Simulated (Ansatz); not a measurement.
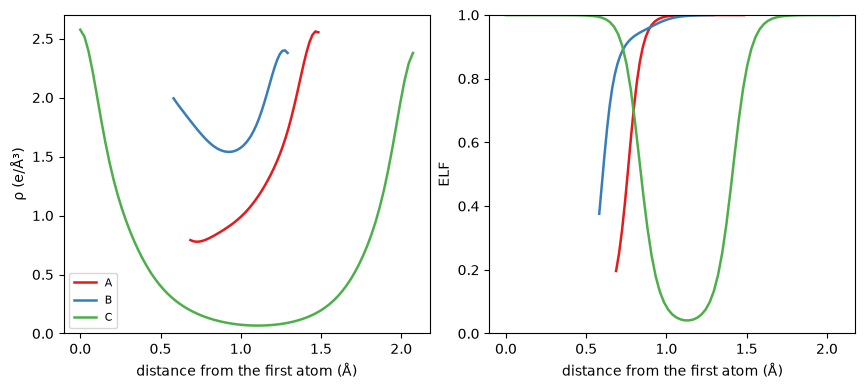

*SiH₄···HCl. Electron density and ELF along straight lines between neighbouring atoms. The curves leave out the atomic cores.*

These are results of RKS B3LYP-D4/6-31G* (Ansatz), not measurements.

The calculation's input:

```
crystal:
  periodic: [false, false, false]
  atoms:
    - { symbol: Si, position_ang: [0.216428, 0.0, -0.064596] }
    - { symbol: H, position_ang: [0.19371, 0.0, 1.408185] }
    - { symbol: H, position_ang: [1.639677, 0.0, -0.495042] }
    - { symbol: H, position_ang: [-0.451855, 1.221062, -0.568471] }
    - { symbol: H, position_ang: [-0.451855, -1.221062, -0.568471] }
    - { symbol: Cl, position_ang: [-2.806699, 0.0, 1.358992] }
    - { symbol: H, position_ang: [-1.598106, 0.0, 1.918602] }
basis:
  gaussian: { orbitals: "6-31G*" }
hamiltonian:
  xc: b3lyp
  dispersion: d4
relax:
  f_tol: 0.03
  max_steps: 50
output:
  orbitals: {}
```

Launched as:

```sh
ansatz run input.yaml --threads 1 --pin off --max-ram 2048MiB --backend cpu --events-out ev --progress --plain --runs-dir out
```

The fields are those of the run's last geometry, not of the input's.

Which curve belongs to which contact (Cl–H, H–H and Si–H)? The first atom named is at distance zero.

Curve A: Si–H (1.48 Å): the density is about 0.78 e/Å³ at the midpoint; the ELF climbs to about 1 towards the hydrogen, as it does in any bond to H. Curve B: Cl–H (1.29 Å): the density is about 1.9 e/Å³ at the midpoint; the ELF climbs to about 1 towards the hydrogen; an ordinary covalent bond to hydrogen. Curve C: H2···H7 (2.07 Å): the density falls to about 0.07 e/Å³ on the way; the ELF dips to about 0.05 between them: a weak contact between the two molecules.
